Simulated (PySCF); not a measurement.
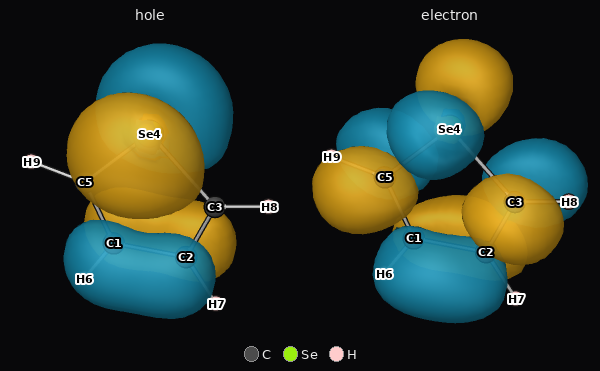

Figure 1: C₄H₄Se, SMILES `c1cc[se]c1`. Leading natural transition orbital pair of S₂ (TDA singlet states); the surfaces enclose about 78 % of each orbital's density.

PySCF calculation, ωB97X/6-311G**, gas phase; geometry: GFN2-xTB. No frequency check shows the geometry to be a minimum. GFN2-xTB bond lengths at metals and heavier atoms can be off by up to 0.1 Å and shapes distorted, which carries into these values. Without diffuse functions Rydberg states are missing, so the states' numbers hold for this basis only.

Input

```python
import numpy as np
from pyscf import gto, scf, dft, tdscf
from pyscf.scf import atom_ks, atom_hf
from scipy.linalg import block_diag

def solve(mol, dm0=None, hcore=None):
    mf = (dft.UKS if mol.spin else dft.RKS)(mol, xc='wb97x')
    mf.grids.level = 3
    mf = mf.density_fit(auxbasis='def2-universal-jkfit')
    mf.conv_tol, mf.max_cycle = 1e-8, 80
    if hcore is not None:
        mf.get_hcore = lambda *args: hcore
    mf.kernel(dm0)
    if not mf.converged:
        mf = mf.newton().run(mf.mo_coeff, mf.mo_occ, max_cycle=30)
    assert mf.converged, 'SCF not converged'
    return mf

mol = gto.M(atom='''
C      1.67390    -0.70814     0.00000
C      1.67389     0.70816     0.00000
C      0.43945     1.27082     0.00000
Se    -0.91010     0.00000     0.00000
C      0.43948    -1.27082     0.00000
H      2.58162    -1.28775     0.00000
H      2.58159     1.28779     0.00000
H      0.20995     2.32119     0.00000
H      0.21000    -2.32120     0.00000
''', basis='6-311g**', charge=0, spin=0, verbose=4)
mf = solve(mol)
td = mf.TDA()
td.nstates, td.singlet, td.conv_tol = 5, True, 1e-5
td.kernel()
td.analyze()
x, y = np.array([p[0] for p in td.xy]), np.array([p[1] + 0 * p[0] for p in td.xy])
f, mu = td.oscillator_strength(), td.transition_dipole()
nto = [td.get_nto(state=i + 1, verbose=4) for i in range(len(td.e))]
# spherically averaged free atoms, for the promolecule
atm = atom_ks.get_atm_nrks(mol, xc='wb97x')
pro = block_diag(*[(atm[a[0]][2] * atm[a[0]][3]) @ atm[a[0]][2].T for a in mol._atom])
np.savez('result.npz', e=td.e, f=f, ok=td.converged, w=[n[0] for n in nto], nto=[n[1] for n in nto], x=x, y=y, c=mf.mo_coeff, occ=mf.mo_occ, eps=mf.mo_energy, pro=pro, mu=mu)
```

Run with:

```sh
OMP_NUM_THREADS=1 python input.py
```

The run took 2.9 min on 1 thread of Intel(R) Xeon(R) 6975P-C (Granite Rapids), with other jobs on the host, peak memory 0.75 GiB.

Give its energy and the atoms that hole and electron lie on.

5.85 eV (212 nm), f = 0.152 (bright); the leading pair carries 87 %; hole on Se4 (55 %), C1 and C2 (14 % each) and C3 and C5 (7 % each), electron on Se4 (22 %), C3 and C5 (21 % each) and C1 and C2 (13 % each); their centroids lie 0.5 Å apart. In canonical orbitals it is mainly HOMO → LUMO (86 %). The HOMO–LUMO gap is 10.64 eV.
